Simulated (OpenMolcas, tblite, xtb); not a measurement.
**A ladder of methods for C2HBF2 (SMILES C#CB(F)F)**

The species is C2HBF2 (6 atoms), meant as a singlet with charge 0. SMILES: `C#CB(F)F`. The shape is that of a PBE0-D4/def2-TZVP optimisation.

Each level gives the HOMO–LUMO gap (eV). The values are calculated.

```tsv
level	kind	program	value (eV)	CPU time
GFN0-xTB	semi-empirical	xtb	4.63	under 2 s
GFN1-xTB	semi-empirical	tblite	5.30	under 2 s
HF/def2-SVPD	Hartree–Fock	OpenMolcas	13.87	15 s
SVWN5/def2-SVPD	LDA	OpenMolcas	5.06	25 s
BLYP/def2-SVPD	GGA	OpenMolcas	5.11	35 s
TPSS/def2-SVPD	meta-GGA	OpenMolcas	5.31	48 s
M06-2X/def2-SVPD	hybrid meta-GGA	OpenMolcas	9.69	42 s
B2PLYP/def2-SVPD	double hybrid	OpenMolcas	9.87	31 s
```

The values span 4.63 to 13.87 eV. Orbital gaps aren't excitation energies, and those of double hybrids come from the SCF part alone; they tend to grow with the share of exact exchange. CPU times are rough (shared hosts, several kinds of processor and program).

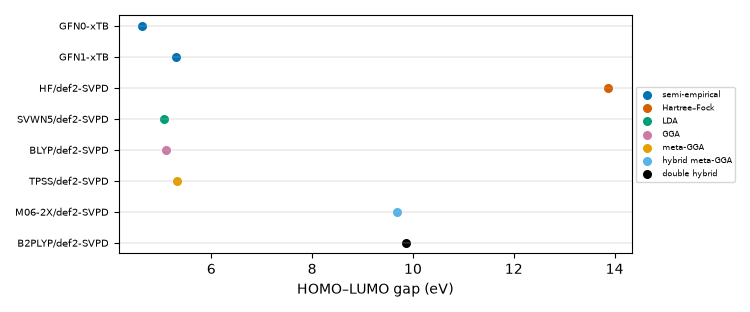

The values of the table, level by level.
